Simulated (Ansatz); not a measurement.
Cell and atoms:

```cif
data_structure
_symmetry_space_group_name_H-M 'P 1'
_symmetry_Int_Tables_number 1
_cell_length_a 6.1666
_cell_length_b 6.4151
_cell_length_c 6.6372
_cell_angle_alpha 71.624
_cell_angle_beta 62.319
_cell_angle_gamma 76.095
_cell_volume 219.28
loop_
_atom_site_label
_atom_site_type_symbol
_atom_site_symmetry_multiplicity
_atom_site_Wyckoff_symbol
_atom_site_fract_x
_atom_site_fract_y
_atom_site_fract_z
_atom_site_occupancy
Fe1 Fe 1 a 0.00000 0.00000 0.00000 1
Ga1 Ga 1 a 0.50713 0.00234 0.98406 1
Ga2 Ga 1 a 0.34879 0.36747 0.61756 1
Ga3 Ga 1 a 0.84983 0.36767 0.61669 1
Ga4 Ga 1 a 0.52721 0.86436 0.51187 1
Ga5 Ga 1 a 0.02841 0.86396 0.51204 1
Ga6 Ga 1 a 0.82448 0.50516 0.09681 1
Ga7 Ga 1 a 0.32559 0.50286 0.09851 1
O1 O 1 a 0.05786 0.67478 0.04817 1
O2 O 1 a 0.55622 0.67770 0.04690 1
O3 O 1 a 0.29580 0.69221 0.56231 1
O4 O 1 a 0.79767 0.69304 0.55740 1
O5 O 1 a 0.37686 0.03430 0.73722 1
O6 O 1 a 0.86859 0.03403 0.73707 1
O7 O 1 a 0.98162 0.34260 0.86377 1
O8 O 1 a 0.48227 0.33762 0.86752 1
O9 O 1 a 0.20493 0.35668 0.41231 1
O10 O 1 a 0.70371 0.35969 0.41125 1
O11 O 1 a 0.15155 0.01235 0.19683 1
O12 O 1 a 0.64536 0.01185 0.19654 1
```

### Work out the structure from the coordinates.

The material is Ga7FeO12. All rotations and mirrors are lost; the group is P1. One cell contains 7 Ga, 1 Fe, 12 O, 20 atoms in all. Fe is linked to six O in a distorted octahedral arrangement at 1.95 to 2.18 Å. The bonds build a three-dimensional framework.

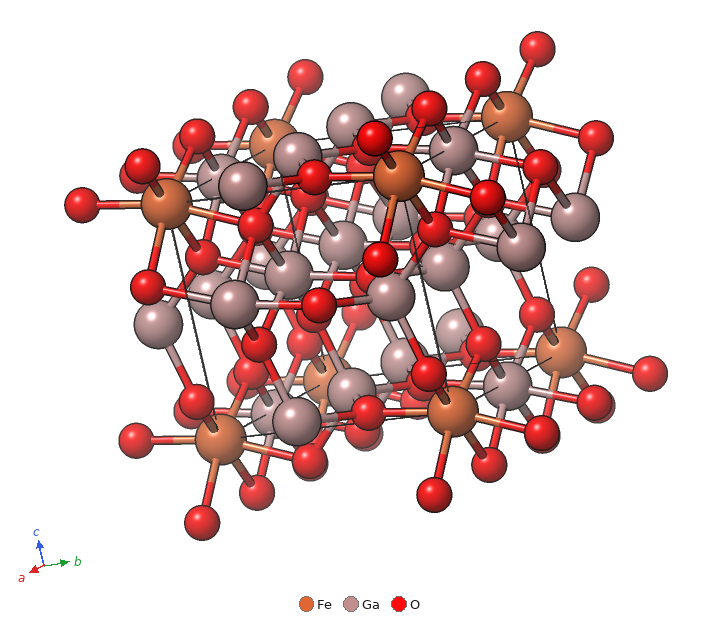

Drawn in the ball-and-stick manner and seen slightly off an axis. The frame is the simulation cell; atoms at its boundary are shown with their periodic copies. Bonds that leave the box are completed with the atoms at their other ends.

The structure comes from a structure listed in the Materials Project, repeated into a supercell with a point defect put in. The atoms were relaxed in a fixed cell with Ansatz, DFT PBE, scalar-relativistic, plane waves, PAW.
